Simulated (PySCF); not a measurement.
Consider C5H5F2O (doublet).

Input

```
{"job": {"kind": "epr", "basis": "pcH-1"}, "charge": 0, "multiplicity": 2}
F     -2.412192     1.339290    -0.242545
C     -1.664381     0.313468     0.215581
F     -2.418858    -0.799234     0.076111
C     -0.353822     0.174880    -0.597209
C      0.398076    -1.068370    -0.249291
C      1.601858    -0.671338     0.290656
C      1.645692     0.705785     0.274445
O      0.514139     1.242981    -0.259808
H     -1.471748     0.474684     1.286445
H     -0.631672     0.253954    -1.660602
H      0.009873    -2.053165    -0.395263
H      2.380354    -1.311600     0.654343
H      2.398293     1.399151     0.589409
```

Launched as:

```sh
OMP_NUM_THREADS=1 python probes_run.py task.json out
```

Geometry: GFN2-xTB.

These are results of UKS B3LYP, pcH-1 on C F H O, non-relativistic, mean-field spin-orbit, GIAO (PySCF), not measurements.

Question: Predict the electron density, electron localisation function and spin density between the atoms.

Answer: C–O (1.36 Å): ρ at the midpoint is about 2.3 e/Å³; the ELF peaks at about 0.90 between the atoms: a polar covalent bond.
C–C (1.38 Å): the density is about 2.1 e/Å³ at the midpoint; the ELF peaks at about 0.95 between the atoms; localised, covalent bonding.
C–H (1.07 Å): ρ at the midpoint is about 2.1 e/Å³; the ELF climbs to about 1 towards the hydrogen, as it does in any bond to H; a covalent bond by its length.
C–O (1.42 Å): ρ at the midpoint is about 2 e/Å³, with its minimum of 1.8 e/Å³ about 0.5 Å from C; the ELF peaks at about 0.90 between the atoms; a shared but strongly polarised pair.
The unpaired spin (1 electron) lies mostly on C5 (about 0.4), C7 (about 0.4) and O8 (about 0.1), in electrons by Hirshfeld's partition.

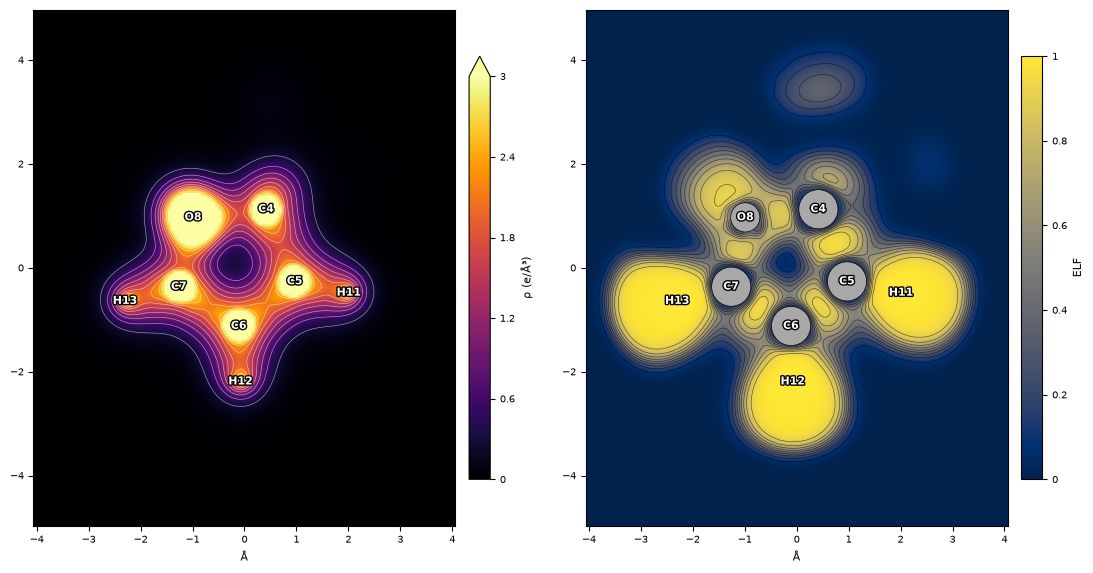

Computed electron density and electron localisation function on the plane of atoms C7, C6 and H12, in this order. Grey discs cover the atomic cores in the ELF map. 
